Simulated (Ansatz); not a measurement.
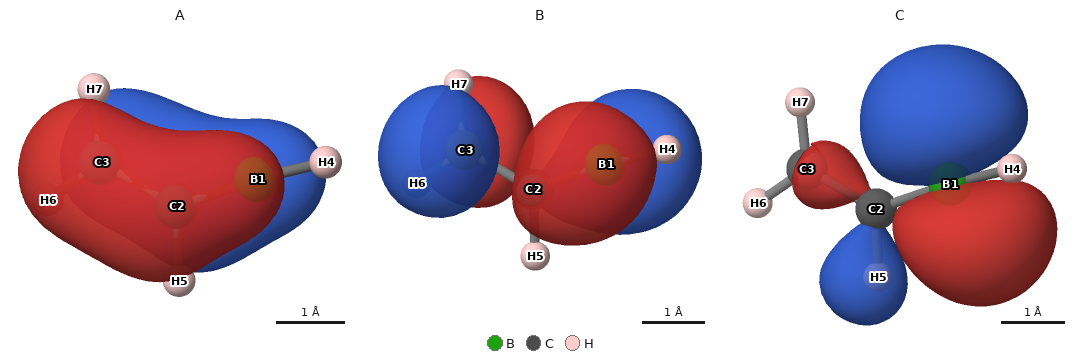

Figure 1: C₂H₄B (doublet). Three frontier orbitals at ±0.1 Å⁻³ᐟ² (blue and red are the two phases), in no order.

Geometry: PBE0-D4/def2-TZVP.

Method: UKS PBE0-D4/def2-TZVPP (Ansatz 0.2.0).

```xyz
7

B    -1.2512   -0.3065   -0.7285
C    -0.0639    0.2916   -0.2148
C     0.9044   -0.0825    0.6938
H    -2.2538   -0.7102   -1.1869
H     0.0644    1.2748   -0.6901
H     1.7394    0.5667    0.9187
H     0.8607   -1.0339    1.2078
```

Order the three orbitals by energy and name them. All are α orbitals.

A is the HOMO−1 (α) (−8.70 eV). By Hirshfeld shares it lies mainly on C2 (about 40 %), C3 (about 35 %) and B1 (about 20 %); it changes sign across the molecular plane (π type); π-bonding across B1–C2 and C2–C3. B is the HOMO (α) (−4.91 eV). Its weight (Hirshfeld) is mainly on B1 (about 45 %), C3 (about 30 %) and C2 (about 15 %); it changes sign across the molecular plane (π type); π-bonding across B1–C2; π-antibonding (a node) across C2–C3. C is the LUMO (α) (−1.77 eV). By Hirshfeld shares it lies mainly on B1 (about 70 %), C2 (about 10 %) and H4 (about 10 %); it is symmetric in the molecular plane (an in-plane orbital: σ, lone-pair or in-plane π type).

What is the gap between the highest occupied and lowest empty α orbitals?

3.14 eV between the orbital energies.
